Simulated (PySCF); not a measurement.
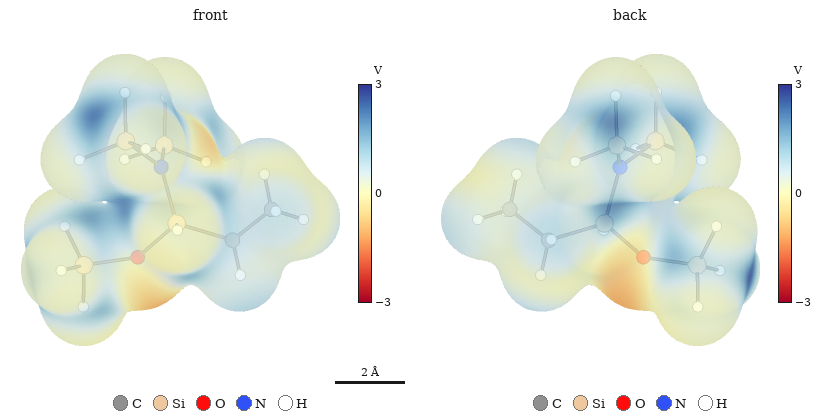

C$_{2}$H$_{15}$NOSi$_{4}$. The molecular electrostatic potential painted on the density surface at 0.004 e/bohr³, seen from the front and from behind; the colour scale runs from red (negative) to blue (positive).

Geometry: GFN2-xTB.

Level of theory: PBE0/pcSseg-1, SCF density, gas phase, non-relativistic (PySCF 2.14.0).

The calculation's input:

```
{"job": {"kind": "nmr", "xc": "PBE0", "basis": "pcSseg-1"}, "charge": 0, "multiplicity": 1}
C      0.469117     2.967081    -0.138085
C      1.340756     1.723066    -0.242163
Si     0.559050     0.234782     0.621834
O      1.548075    -1.033188     0.383806
Si     1.691871    -2.646328     0.366887
N     -1.035061    -0.154794     0.031925
Si    -1.316649    -0.241120    -1.686563
Si    -2.105574    -0.982788     1.128187
H      0.309766     3.231591     0.904684
H     -0.502968     2.785996    -0.590923
H      0.932958     3.814936    -0.640768
H      2.309728     1.925135     0.215541
H      1.538012     1.503261    -1.291626
H      0.455605     0.436340     2.068429
H      0.677628    -3.227877    -0.513172
H      3.046224    -2.839469    -0.144378
H      1.525296    -3.139972     1.734175
H     -0.861174    -1.520675    -2.244340
H     -2.760369    -0.098075    -1.877759
H     -0.616153     0.862450    -2.341673
H     -1.673241    -2.367723     1.353987
H     -3.435602    -0.963308     0.522055
H     -2.102048    -0.242335     2.390020
```

Launched as:

```sh
OMP_NUM_THREADS=1 python probes_run.py task.json out
```

Where is the surface potential most negative and most positive?

The most negative region (about −1.0 V) lies over O4, the most positive (about +2.3 V) over Si5, Si7 and Si8. O4 is the likeliest acceptor of a hydrogen bond.

What dipole moment does the calculation give?

Its dipole moment is 0.32 D.
